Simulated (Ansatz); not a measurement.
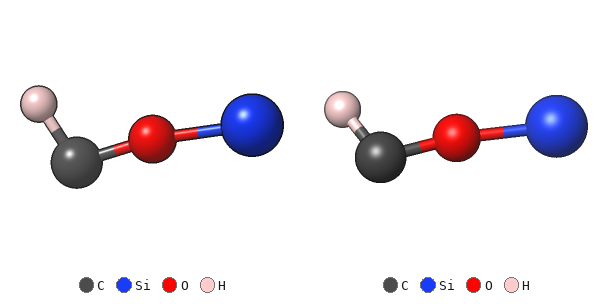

Both panels show the same species.

The species is neutral and a spin doublet.

> What is the molecular formula?

CHOSi, 4 atoms: 1 carbon, 1 hydrogen, 1 oxygen and 1 silicon.

> How many bonds of each kind are drawn?

1 O–Si, 1 C–O, 1 C–H. Sticks follow a distance rule.

More results for the same structure follow; atom numbers are the same in all pictures, views and colours differ. The geometry was computed by an optimisation with PBE0-D4/def2-TZVP. No frequency run is at hand to confirm it as a minimum.

### Geometry

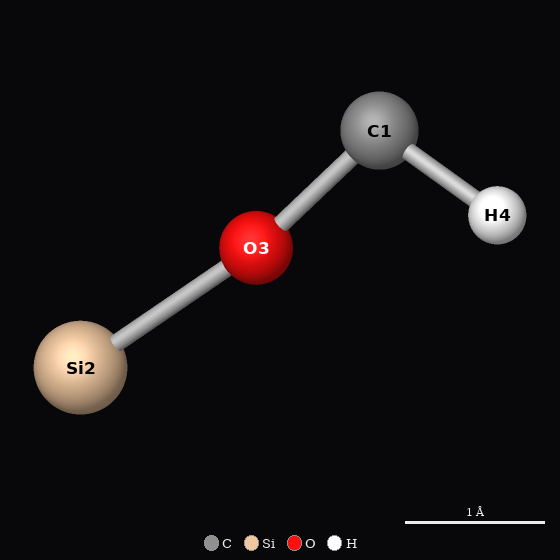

No frequency run is at hand to confirm it as a minimum.

Which atoms are bonded, and how long are the bonds?

```tsv
bond	length (Å)
C1–O3	1.287
C1–H4	1.117
Si2–O3	1.632
```

### Electronic properties

No frequency run is at hand to confirm it as a minimum. Level of theory: UKS PBE0-D4/def2-TZVPP (Ansatz 0.2.0).

Predict the main results.

- HOMO energy (Kohn–Sham orbital): −5.42 eV
- ⟨S²⟩ of the determinant: 0.766

### Dipole moment

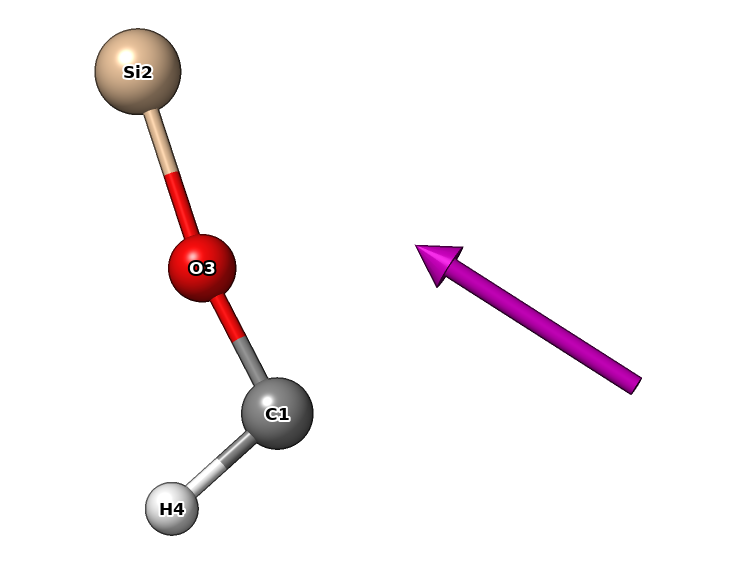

The arrow beside the molecule shows the direction of the dipole moment, from the negative to the positive end (its length means nothing). No frequency run is at hand to confirm it as a minimum. Level of theory: UKS PBE0-D4/def2-TZVP (Ansatz 0.2.0).

> Estimate the dipole moment.

2.21 D; it points from the side of C1 to the side of Si2 (the outermost atoms at the two ends).

### Charges

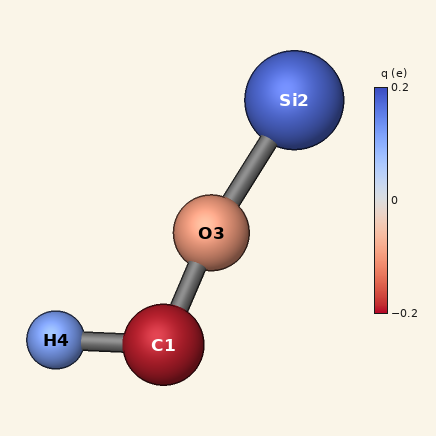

Atoms are coloured by their Mulliken charges. No frequency run is at hand to confirm it as a minimum. Properties computed with UKS PBE0-D4/def2-TZVP (Ansatz 0.2.0).

> Which atom carries the highest charge (most positive or least negative)?

Si2 (0.17 e).

> And the lowest?

C1 (−0.19 e).

List the Mulliken charges.

| atom | value (e) |
| --- | --- |
| C1 | −0.19 |
| Si2 | 0.17 |
| O3 | −0.09 |
| H4 | 0.11 |

Mulliken values depend strongly on the basis set and can even reverse the polarity of a bond.
